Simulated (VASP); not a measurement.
# Ta3Ti2: structure and properties in VASP, part 6 of 6

What structure does Ta3Ti2 take at this level, and what are its properties? The cell is invented: other elements were put on sites of a known structure type. It may not be a known or stable phase.

VASP 6.6.1; PBE with D3; plane waves and PAW (Ti_sv, Ta_pv); invented cell.

Still holding for the runs below: This run has no spin polarisation. Its electron count is odd, so without a moment it is a metal by construction.

So far. Step 13 (Volume scan with PBE + D3 (run 6)): The pressure falls from -3.04 to -5.78 GPa. Step 13 (Volume scan with PBE + D3 (run 6)): The run ends at a pressure of -5.78 GPa, with forces up to 0.090 eV/Å.

## 14. Volume scan with PBE + D3 (run 7)

A prediction first. A parabola through the 6 pressures of evenly scaled cells so far, P = -0.02 -158.7 t +310 t² GPa with t = ln(V/V₁) and V₁ the volume at scale 1, gives -8.22 GPa at t = +0.0583.

The input, INCAR:

```
SYSTEM = Ta3Ti2
PREC = Accurate
ENCUT = 400
EDIFF = 1E-06
NELM = 100
ISMEAR = 1
SIGMA = 0.2
LREAL = .FALSE.
ALGO = Normal
GGA = PE
IVDW = 11
NBANDS = 35
LORBIT = 11
LWAVE = .FALSE.
LCHARG = .FALSE.
KPAR = 2
ISIF = 2
```

The input, POSCAR:

```
Ta3Ti2
1.0
    2.8282701027      0.0000000000      0.0000000000
    0.0000000000      2.8282701027      0.0000000000
    0.0000000000      0.0000000000     11.8530635245
Ti Ta
2 3
Direct
    0.5000000000      0.0000000000      0.2113793862
    0.0000000000      0.5000000000      0.7886206138
    0.0000000000      0.5000000000      0.3964251217
    0.5000000000      0.0000000000      0.6035748783
    0.5000000000      0.5000000000      0.0000000000
```

The input, KPOINTS:

```
Automatic mesh
0
Gamma
10 10 3
0 0 0
```

Potentials, in the order of the species: Ti_sv and Ta_pv (PBE family, release 64).

Started as:

```bash
> mpirun -np 2 vasp_std
```

The program printed:

```text
[... set-up lines as in an earlier step ...]
 entering main loop
       N       E                     dE             d eps       ncg     rms          rms(c)
DAV:   1     0.620355916140E+03    0.62036E+03   -0.26827E+04  2948   0.154E+03
DAV:   2     0.719779000340E+01   -0.61316E+03   -0.60361E+03  2970   0.505E+02
DAV:   3    -0.485168704280E+02   -0.55715E+02   -0.54327E+02  4740   0.126E+02
DAV:   4    -0.536845163766E+02   -0.51676E+01   -0.51116E+01  4120   0.318E+01
[...]
DAV:  14    -0.496743638705E+02    0.12835E-03   -0.76534E-04  4292   0.139E-01    0.227E-02
DAV:  15    -0.496743658189E+02   -0.19484E-05   -0.51872E-05  4072   0.412E-02    0.785E-03
DAV:  16    -0.496743659816E+02   -0.16272E-06   -0.52330E-06  2949   0.164E-02
   1 F= -.52018768E+02 E0= -.52024413E+02  d E =0.169349E-01
```

The job ended after 23 s (2 MPI ranks of Intel Xeon 6975P-C (Granite Rapids), shared host; peak memory 0.42 GiB).

From OUTCAR (step 14):

```text
 Edisp (eV)   -2.34440

  Total      -4.82280    -4.82280    -5.03980     0.00000     0.00000     0.00000
  in kB     -81.49629   -81.49629   -85.16304     0.00000     0.00000     0.00000
  external pressure =      -82.72 kB  Pullay stress =        0.00 kB

 POSITION                                       TOTAL-FORCE (eV/Angst)
 -----------------------------------------------------------------------------------
      1.41414      0.00000      2.50549         0.000000      0.000000      0.133133
      0.00000      1.41414      9.34757        -0.000000      0.000000     -0.133133
      0.00000      1.41414      4.69885        -0.000000      0.000000     -0.026008
      1.41414      0.00000      7.15421        -0.000000     -0.000000      0.026008
      1.41414      1.41414      0.00000        -0.000000      0.000000      0.000000
 -----------------------------------------------------------------------------------
    total drift:                                0.000000      0.000000      0.000000

  FREE ENERGIE OF THE ION-ELECTRON SYSTEM (eV)
  ---------------------------------------------------
  free  energy   TOTEN  =       -52.0187682981 eV

  energy  without entropy=      -52.0357031768  energy(sigma->0) =      -52.02441326

[... 1 part as in an earlier step ...]

[... 2 further parts left out ...]
[key lines of the parts left out:]
E-fermi :   6.0395
```

The pressure falls from -5.78 to -8.27 GPa. The parabola predicted -8.22 GPa, +0.05 GPa off.

## 15. The series together

Times are for 2 MPI ranks of Intel Xeon 6975P-C (Granite Rapids), shared host. The series side by side:

```csv
no.,volume scale,energy above the lowest point (meV/atom),pressure (GPa),time,memory (GiB)
1,0.94,38.53,10.99,22 s,0.42
2,0.96,17.29,6.965,22 s,0.42
3,0.98,4.73,3.305,22 s,0.42
4,1,0,-0.02032,22 s,0.43
5,1.02,2.39,-3.038,23 s,0.43
6,1.04,11.28,-5.779,22 s,0.42
7,1.06,26.09,-8.272,23 s,0.42
```

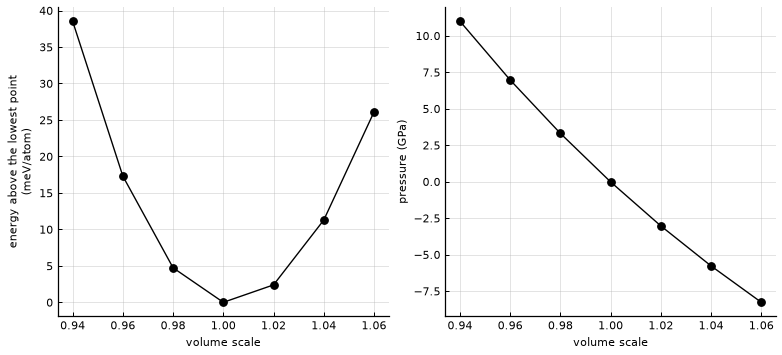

The series as plots.

## 16. Fit for PBE + D3

This step: Birch-Murnaghan fit, PBE with D3; plane waves and PAW; invented cell (VASP 6.6.1).

This step runs nothing: it gathers the runs above.

This step gave:

```yaml
pressure_derivative_of_the_bulk_modulus: 3.774
r_m_s_error_of_the_fit: 8.62e-6 eV/atom
minimum_inside_the_sampled_range: yes
bulk_modulus: 157.9 GPa
equilibrium_volume_of_the_fit: 17.94 Å³/atom
```

Table of energy above the fitted minimum by volume:

| volume (Å³/atom) | energy above the fitted minimum (eV/atom) |
| --- | --- |
| 16.816 | 0.0386 |
| 17.174 | 0.0174 |
| 17.532 | 0.00481 |
| 17.889 | 8.9e-5 |
| 18.247 | 0.00248 |
| 18.605 | 0.0114 |
| 18.963 | 0.0262 |

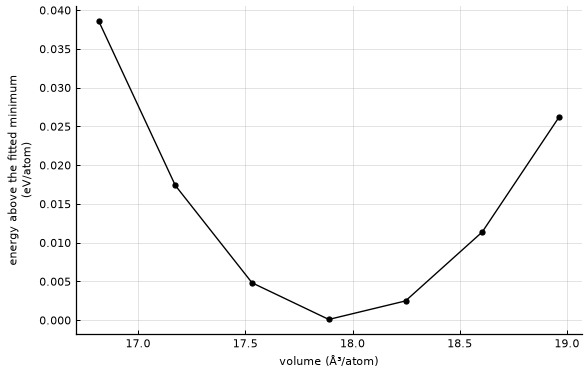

Energy above the fitted minimum against volume.

The fitted volume lies +0.30 % from the relaxed one. At a finite cutoff and mesh the minimum of the energy and the zero of the stress don't quite coincide, and the relaxation stops at a threshold. The atoms bear forces along the scan, since they were held; freeing them would lower the modulus.

## 17. What came out

```json
{
  "relaxed volume": "17.89 Å³/atom",
  "relaxed conventional cell a, b, c": "2.774, 2.774, 11.625 Å",
  "space group after relaxing, within 0.02 Å": "P-4m2 (No. 115)",
  "band gap": "none, a metal",
  "DOS at the Fermi level": "4.52 states/eV/cell",
  "bulk modulus from the fit": "158 GPa",
  "volume from the fit": "17.9 Å³/atom"
}
```

What this shows: With PBE + D3, Ta3Ti2 relaxes to 17.89 Å³/atom in space group P-4m2 (held by the symmetry of the run), comes out as a metal and has a bulk modulus of 158 GPa at fixed shape and positions, an upper bound. Bands along the symmetry lines (PBE + D3): Of the bands kept, 2 cross the Fermi level on this path. Spin-orbit coupling is left out, and with elements this heavy it would split and shift bands near the Fermi level. With an odd electron count and no spin the cell is a metal by construction. No search among competing phases was made. All values are for a static lattice at zero temperature.

[Lines on the potential files, build, host, timing and source positions are cut from VASP's logs without a mark.]

[Logs are printed without paths, hosts, clocks, repeated set-up lines and the standing remarks that a program may print on its own settings, such as how far it seeks lower states.]

[Hosts, paths, dates, database ids (printed as entryN), source tags and the programs' standing remarks are cut or masked in the printed files.]

[A measured line is paired with the nearest computed mode of its activity, which favours agreement.]
